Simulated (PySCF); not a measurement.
SMILES C[Si](O)(O)[CH2][GeH3] (C2H10GeO2Si), GFN2-xTB optimised geometry. Atoms within 1.6 Å of the plane z = 0.0 Å (x, y, z in Å): O3 (3.35, -0.46, 1.48), C5 (1.02, -1.07, 0.00), Ge6 (-0.94, -1.07, 0.00), H7 (1.52, 2.09, 1.09), H12 (1.37, -0.50, -0.85), H13 (1.38, -2.09, -0.13), H14 (-1.51, -1.78, -1.19), H15 (-1.52, 0.31, 0.00), H16 (-1.50, -1.76, 1.21).

Calculation: PySCF with CAM-B3LYP/def2-TZVP. Cells within 0.4 Å of a nucleus heavier than hydrogen are left out (blank, or x).

Map of the electrostatic potential (hartree/e), clipped to [-0.08, 0.12] on the plane z = 0.0 Å:

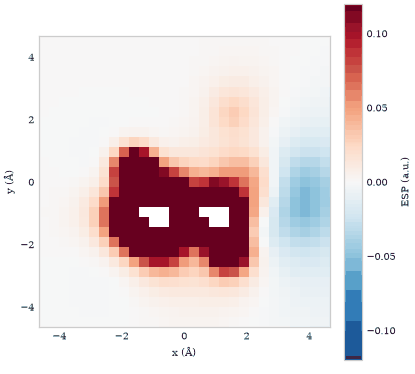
Electrostatic potential (hartree/e), clipped to [-0.08, 0.12] on the plane z = 0.0 Å.
